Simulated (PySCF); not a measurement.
# C2H4BCl (SMILES C=CBCl): HCTH407/pc-0 (density fitting with cc-pvdz-jkfit)

Wanted: a geometry optimisation of C2H4BCl. 

The results are computed with PySCF 2.14.0.

4 further runs of the same task are left out: 4 set aside as unsound or not needed.

## Step 1: The structure to begin with

C2H4BCl: 8 atoms, total charge 0, spin state singlet. SMILES: `C=CBCl`. All atoms were displaced at random from a relaxed shape. The run starts from this shape.

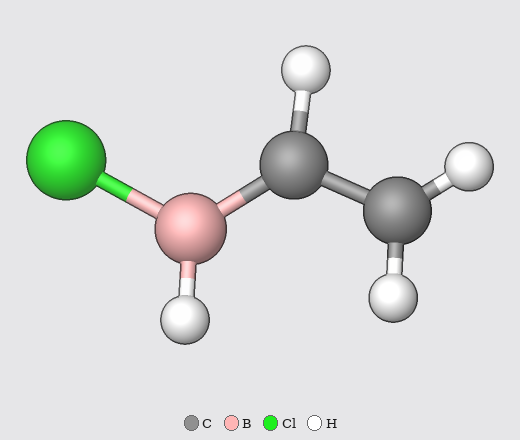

Viewed from a chosen angle; carbon grey, boron pink, chlorine green, hydrogen white.

## Step 2: A geometry optimisation at HCTH407/pc-0 (density fitting with cc-pvdz-jkfit)

mol.sdf

```

     RDKit          3D

  8  7  0  0  0  0  0  0  0  0999 V2000
    0.3649    1.2891   -0.2350 C   0  0  0  0  0  0  0  0  0  0  0  0
    0.3294    0.0251    0.3214 C   0  0  0  0  0  0  0  0  0  0  0  0
   -0.5988   -1.0392   -0.0857 B   0  0  0  0  0  0  0  0  0  0  0  0
   -0.5795   -2.5723    0.7575 Cl  0  0  0  0  0  0  0  0  0  0  0  0
   -0.2880    1.3784   -1.0752 H   0  0  0  0  0  0  0  0  0  0  0  0
    0.9946    2.0322    0.0605 H   0  0  0  0  0  0  0  0  0  0  0  0
    0.9933    0.0333    1.3159 H   0  0  0  0  0  0  0  0  0  0  0  0
   -1.2215   -0.9791   -1.0356 H   0  0  0  0  0  0  0  0  0  0  0  0
  2  1  2  0
  3  2  1  0
  4  3  1  0
  5  1  1  0
  6  1  1  0
  7  2  1  0
  8  3  1  0
M  END
$$$$
```

input.py

```python
from pyscf import gto, dft
from pyscf.geomopt.geometric_solver import kernel as optimise
from rdkit import Chem

rd = Chem.MolFromMolFile('mol.sdf', removeHs=False, sanitize=False)
xyz = rd.GetConformer().GetPositions()
geom = [(a.GetSymbol(), tuple(x)) for a, x in zip(rd.GetAtoms(), xyz)]
for s, x in geom:
    print('%-2s %12.6f %12.6f %12.6f' % (s, *x))

mol = gto.Mole()
mol.atom = geom
mol.charge = 0
mol.basis = 'pc-0'
mol.verbose = 3
mol.max_memory = 1860
mol.build()

mf = dft.RKS(mol)
mf.xc = 'hcth407'
mf = mf.density_fit(auxbasis='cc-pvdz-jkfit')
converged, mol_eq = optimise(mf, maxsteps=100)
print('converged:', converged)
print(mol_eq.tostring())

mf.reset(mol_eq)
mol = mol_eq
mf.kernel()
e_tot = mf.e_tot
print('E = %.10f Eh' % e_tot)
```

The run is started by

```console
$ OMP_NUM_THREADS=1 python input.py
```

Standard output:

```text
C      0.364900     1.289100    -0.235000
C      0.329400     0.025100     0.321400
B     -0.598800    -1.039200    -0.085700
[... 4 lines of this table left out ...]
H     -1.221500    -0.979100    -1.035600

maxiter                   100
----------------------------------------------------------
Custom engine selected.
Bonds will be generated from interatomic distances less than 1.20 times sum of covalent radii
24 internal coordinates being used (instead of 24 Cartesians)
Internal coordinate system (atoms numbered from 1):
Distance 1-2
Distance 1-5
Distance 1-6
Distance 2-3
Distance 2-7
Distance 3-4
Distance 3-8
Angle 2-1-6
Angle 5-1-6
Angle 1-2-7
Angle 3-2-7
Angle 2-3-8
Angle 4-3-8
Out-of-Plane 1-2-5-6
Out-of-Plane 2-1-3-7
Out-of-Plane 3-2-4-8
Dihedral 5-1-2-3
Dihedral 5-1-2-7
Dihedral 6-1-2-3
Dihedral 6-1-2-7
Dihedral 1-2-3-4
Dihedral 1-2-3-8
Dihedral 7-2-3-4
Dihedral 7-2-3-8
Translation-X 1-8
Translation-Y 1-8
Translation-Z 1-8
Rotation-A 1-8
Rotation-B 1-8
Rotation-C 1-8
> ===== Optimization Info: ====
> Job type: Energy minimization
> Maximum number of optimization cycles: 100
> Initial / maximum trust radius (Angstrom): 0.100 / 0.300
> Convergence Criteria:
> Will converge when all 5 criteria are reached:
>  |Delta-E| < 1.00e-06
>  RMS-Grad  < 3.00e-04
>  Max-Grad  < 4.50e-04
>  RMS-Disp  < 1.20e-03
>  Max-Disp  < 1.80e-03
> === End Optimization Info ===

Geometry optimization cycle 1
Cartesian coordinates (Angstrom)
 Atom        New coordinates             dX        dY        dZ
   C   0.364900   1.289100  -0.235000    0.000000  0.000000  0.000000
   C   0.329400   0.025100   0.321400    0.000000  0.000000  0.000000
   B  -0.598800  -1.039200  -0.085700    0.000000  0.000000  0.000000
[... 4 lines of this table left out ...]
   H  -1.221500  -0.979100  -1.035600    0.000000  0.000000  0.000000

WARN: Mole.unit (angstrom) is changed to Bohr

converged SCF energy = -563.270162883731
[... 9 lines left out ...]
Step    0 : Gradient = 6.086e-02/1.085e-01 (rms/max) Energy = -563.2701628837
[... 10 lines left out ...]
converged SCF energy = -563.288853075815
[... 20 lines left out ...]
converged SCF energy = -563.291626907294
[... 20 lines left out ...]
converged SCF energy = -563.293523745263
[... 20 lines left out ...]
converged SCF energy = -563.293467291919
[... 20 lines left out ...]
converged SCF energy = -563.29363638452
[... 20 lines left out ...]
converged SCF energy = -563.293643904544
[... 20 lines left out ...]
converged SCF energy = -563.293645618697
[... 20 lines left out ...]
converged SCF energy = -563.293646568162
[... 20 lines left out ...]
converged SCF energy = -563.293647264341
[... 20 lines left out ...]
converged SCF energy = -563.293647448768
[... 20 lines left out ...]
converged SCF energy = -563.293647092741
[... 20 lines left out ...]
converged SCF energy = -563.293646613067
[... 3 lines left out ...]
1 C    -0.0001459139    -0.0001779291    -0.0001606977
2 B    -0.0000009503    -0.0003330444     0.0000493209
[... 4 lines of this table left out ...]
7 H    -0.0000793380     0.0001675105     0.0000046710
----------------------------------------------
cycle 13: E = -563.293646613  dE = 4.79674e-07  norm(grad) = 0.000569368
Step   12 : Displace = 2.039e-03/3.335e-03 (rms/max) Trust = 2.058e-03 (-) Grad = 2.013e-04/3.367e-04 (rms/max) E (change) = -563.2936466131 (+4.797e-07) Quality = -0.220
Poor-quality step dominated by net translation/rotation detected; will project out net forces and torques past this point.
Hessian Eigenvalues: 4.31214e-04 8.86336e-03 2.39529e-02 ... 4.39258e-01 5.05665e-01 5.47843e-01

Geometry optimization cycle 14
Cartesian coordinates (Angstrom)
 Atom        New coordinates             dX        dY        dZ
   C   0.359793   1.290030  -0.280531   -0.000547  0.000845 -0.000805
   C   0.343416   0.117398   0.415294    0.000733  0.001623  0.000425
   B  -0.557684  -1.042001  -0.045117    0.000633  0.000998  0.001968
[... 4 lines of this table left out ...]
   H  -1.278426  -0.969553  -0.997272    0.001410 -0.000520  0.001273
converged SCF energy = -563.293647581178
--------------- DFRKS_Scanner gradients ---------------
         x                y                z
0 C     0.0000059748    -0.0000338049    -0.0000463657
1 C    -0.0000657852    -0.0000864504    -0.0000900080
2 B    -0.0000302283    -0.0003525571     0.0000417774
[... 4 lines of this table left out ...]
7 H    -0.0000651887     0.0001607408    -0.0000006101
----------------------------------------------
cycle 14: E = -563.293647581  dE = -9.68111e-07  norm(grad) = 0.000487167
Step   13 : Displace = 1.108e-03/1.754e-03 (rms/max) Trust = 1.020e-03 (-) Grad = 1.751e-04/3.567e-04 (rms/max) E (change) = -563.2936475812 (-9.681e-07) Quality = 0.721
Hessian Eigenvalues: 4.31214e-04 8.86336e-03 2.39529e-02 ... 4.39258e-01 5.05665e-01 5.47843e-01
Converged! =D

converged: True
C           0.35979289        1.29003010       -0.28053110
C           0.34341621        0.11739774        0.41529393
B          -0.55768371       -1.04200123       -0.04511697
[... 4 lines of this table left out ...]
H          -1.27842624       -0.96955307       -0.99727151
converged SCF energy = -563.29364758118
E = -563.2936475812 Eh
```

Run time: 35 s. Hardware: 1 thread of AMD EPYC 9R45 (Zen 5), shared host; peak memory 0.55 GiB.

The path in brief:

```csv
step,energy from the first frame kept (eV),largest force (eV/Å)
0,0.0000,5.5814
1,-0.5086,0.9490
2,-0.5841,1.1389
3,-0.6357,0.2319
4,-0.6341,0.2205
5,-0.6387,0.0491
6,-0.6390,0.0197
7,-0.6390,0.0060
8,-0.6390,0.0144
9,-0.6390,0.0175
10,-0.6390,0.0148
11,-0.6390,0.0116
12,-0.6390,0.0173
13,-0.6391,0.0183
```

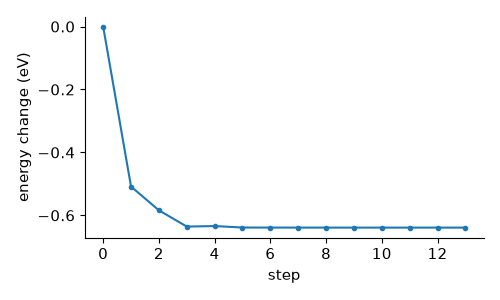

Energy along the run.

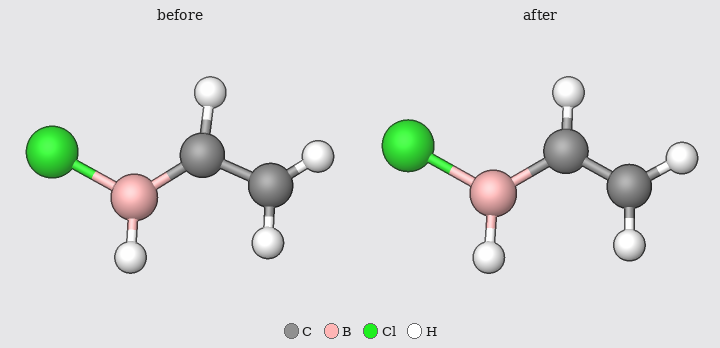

Before and after, at one scale.

After the run. Bond lengths: C1–C2 1.364 Å, C2–B3 1.539 Å, B3–Cl4 1.829 Å, C1–H5 1.096 Å, C1–H6 1.096 Å, C2–H7 1.099 Å, B3–H8 1.196 Å. Angles: C1–C2–B3 120.1°, C2–B3–Cl4 120.1°, C1–C2–H7 118.4°, B3–C2–H7 121.5°, C2–C1–H5 120.9°, C2–C1–H6 122.0°, C2–B3–H8 123.0°, Cl4–B3–H8 116.8°, H5–C1–H6 117.1°.

## Step 3: Results

At HCTH407/pc-0 (density fitting with cc-pvdz-jkfit):

```
               quantity          value
total energy at the end  -563.29365 Eh
          dipole moment         2.75 D
            HOMO energy       -7.36 eV
            LUMO energy       -3.36 eV
          HOMO–LUMO gap        3.99 eV
```

**Reading.** At the final geometry: Bond lengths: C1–C2 1.364 Å, C2–B3 1.539 Å, B3–Cl4 1.829 Å, C1–H5 1.096 Å, C1–H6 1.096 Å, C2–H7 1.099 Å, B3–H8 1.196 Å. Angles: C1–C2–B3 120.1°, C2–B3–Cl4 120.1°, C1–C2–H7 118.4°, B3–C2–H7 121.5°, C2–C1–H5 120.9°, C2–C1–H6 122.0°, C2–B3–H8 123.0°, Cl4–B3–H8 116.8°, H5–C1–H6 117.1°. The optimisation took 13 steps and changed the energy by -0.639 eV. Mulliken charges run from -0.36 on C2 to +0.21 on H7.
